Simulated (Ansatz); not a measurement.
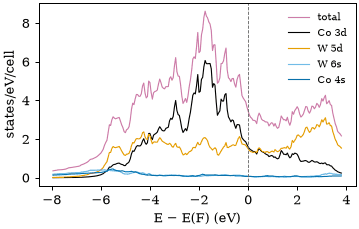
Figure: Total and projected density of states of CoW in space group Cmcm (No. 63; W on 4c, Co on 4c), the program Ansatz at the r²SCAN level (PAW)

### Question
Which orbitals carry the states next to the Fermi level?

### Answer
Within 0.5 eV of the Fermi level: Co 3d 48 %, W 5d 42 %, outside the projected shells 5 %. Projections are on Löwdin-orthogonalised atomic valence shells; empty p or d shells of many metals are not among them.

### Question
Where is the tallest occupied peak in this window, and what makes it?

### Answer
Near -1.8 eV, about 8.6 states/eV per cell; the largest projected share is Co 3d.

The start of the workflow was typed in or built on a structure type; neither database checked (COD, Materials Project) lists it. Whether it is the stable phase at ambient conditions was not checked. The cell was relaxed with r²SCAN under the symmetry of its start; whether a distortion lowers the energy is not shown. Magnetic state: ferromagnetic, the only order run, not a proven ground state. Its formation energy is positive at this level, so the cell may be metastable or incomplete. Other orbital occupations within this spin state were not tried. Spin–orbit coupling is left out wherever it is not named.

Potentials: the later of the program's two PAW sets.
